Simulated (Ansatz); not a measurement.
ClF$_{2}$H$_{3}$W

```yaml
atoms:
  - { symbol: W, position_ang: [-0.2683, 0.2808, 0.2808] }
  - { symbol: F, position_ang: [0.2852, -0.2605, 1.9982] }
  - { symbol: H, position_ang: [1.2919, -0.1564, -0.1564] }
  - { symbol: F, position_ang: [0.2852, 1.9982, -0.2605] }
  - { symbol: Cl, position_ang: [-2.3915, -0.3166, -0.3166] }
  - { symbol: H, position_ang: [0.0638, -1.3266, -0.0889] }
  - { symbol: H, position_ang: [0.0638, -0.0889, -1.3266] }
```

Core potentials replace the inner electrons of W.

Computed with RKS PBE-D4/def2-SVP in Ansatz 0.2.0.

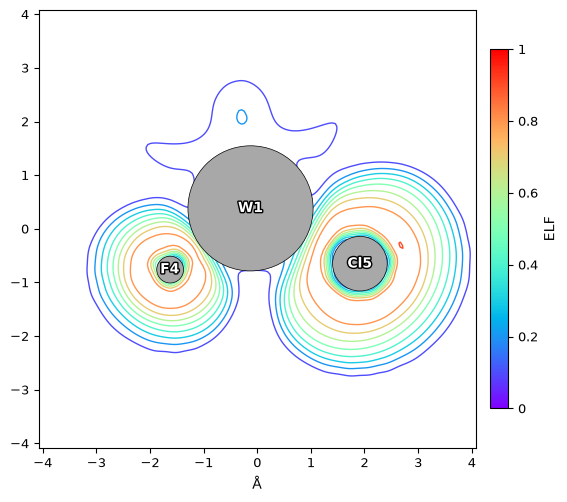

Figure 1. ELF on the plane of atoms F4, W1 and Cl5. Grey discs cover the atomic cores.

### Read the bonding off the picture.

The section cuts through W, F and Cl sites.
W–F (1.88 Å): the ELF peaks at about 0.85 in the valence shell of F, 0.5 Å from its nucleus, and drops to about 0.25 between the two atoms.
W–Cl (2.29 Å): the ELF peaks at about 0.85 in the valence shell of Cl, 0.8 Å from its nucleus, and is about 0.40 at the midpoint.

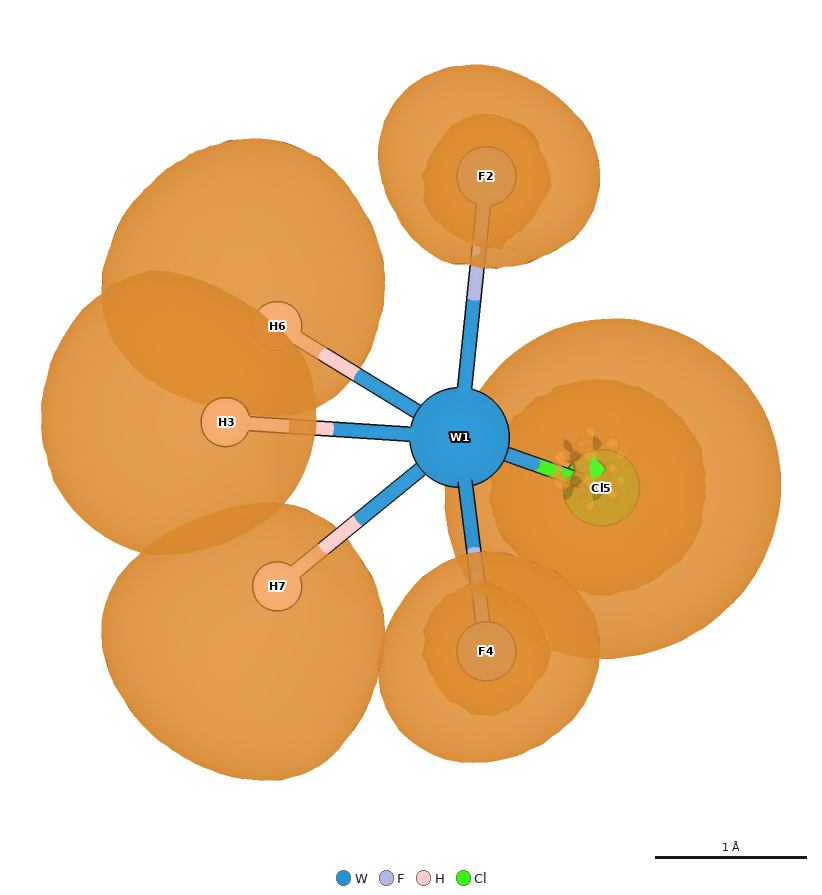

Figure 2. Isosurface of the ELF at 0.8 (orange), seen at an oblique angle. Core shells and regions of very low density are left out.

### Identify the bonds, lone pairs and shells in this picture.

The surface consists of three regions around hydrogen nuclei, one region wrapped around Cl (its valence shell) and two regions wrapped around F (the valence shell of each).

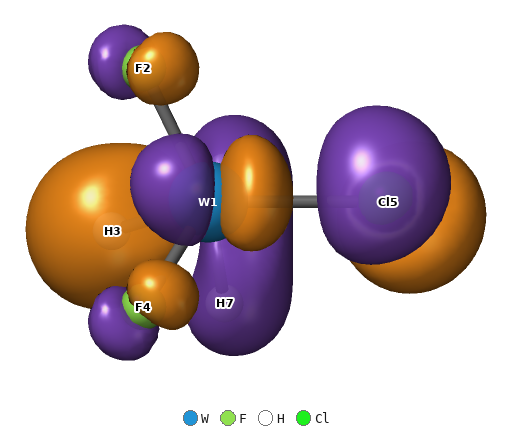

Figure 3. One frontier orbital at ±0.1 Å⁻³ᐟ² (orange and purple are the two phases), seen at a tilt.

### Which orbital is it: HOMO or LUMO?

The HOMO, at −7.12 eV. By Hirshfeld shares it lies mainly on W1 (about 30 %), Cl5 (about 30 %) and H3 (about 20 %).
